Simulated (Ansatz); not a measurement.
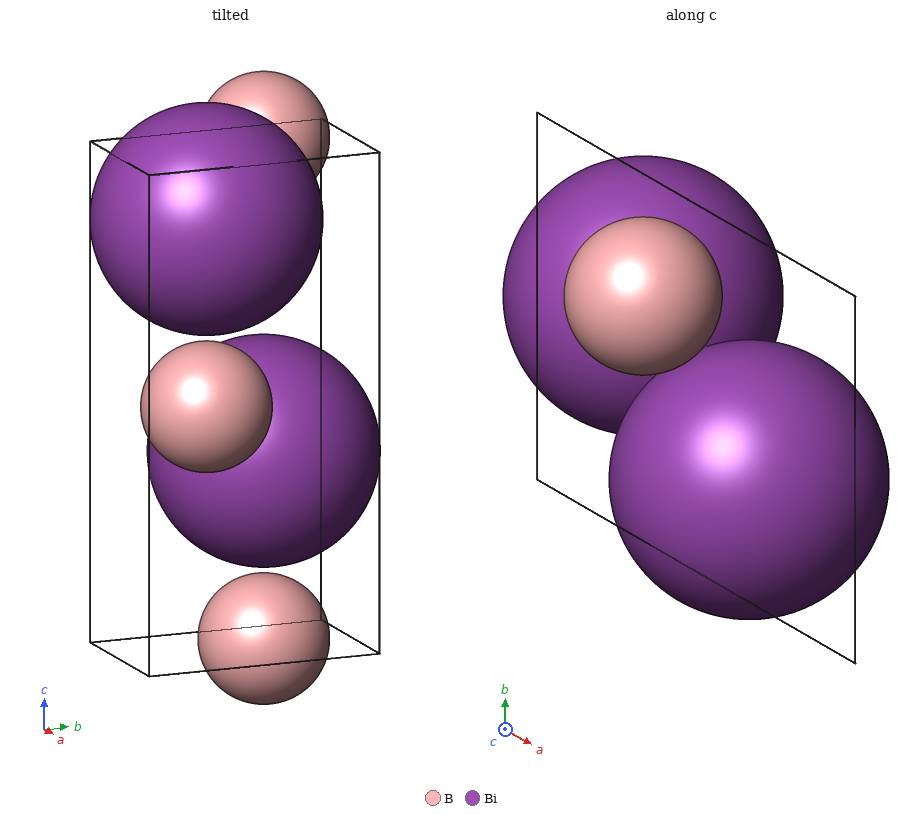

Space-filling drawing of the structure, looking slightly off an axis and along the c axis. The conventional unit cell is drawn as a box.

BiB, wurtzite, space group P6_3mc (No. 186), a = 3.866 Å, b = 3.866 Å, c = 6.375 Å, α = 90.00°, β = 90.00°, γ = 120.00°. The initial geometry was a structure type filled with these elements by a generator (whether the compound takes this form wasn't checked). Earlier steps of the study may have refined or changed the cell and positions. It went into a calculation with Ansatz.

This one geometry was computed with Ansatz (DFT, plane waves, PAW) at three levels of theory: r2SCAN, PBE and HSE06. It was relaxed beforehand with r2SCAN.

Question: Which level gives the highest pressure at this volume, and what does that say about its equilibrium volume?

Answer: Highest: PBE (1.3 GPa), which points to the largest equilibrium volume. Lowest, with the smallest volume: HSE06 (-1.7 GPa). Levels within 0.5 GPa of each other can't be told apart.

Question: How does the band gap change with the level of theory?

Answer: PBE: a gap of 0.09 eV, direct; r2SCAN: a gap of 0.20 eV, direct; HSE06: a gap of 0.59 eV, direct.

Question: Collect the results in a table.

Answer:
| level | cutoff (eV) | k-mesh of the run's cell | gap (eV) | pressure (GPa) |
| --- | --- | --- | --- | --- |
| r2SCAN | 500 | 12×12×4 | 0.20 | 0.0 |
| PBE | 420 | 12×12×4 | 0.09 | 1.3 |
| HSE06 | 420 | 6×6×4 | 0.59 | -1.7 |

Gaps are taken on the k-mesh or band path of each run.
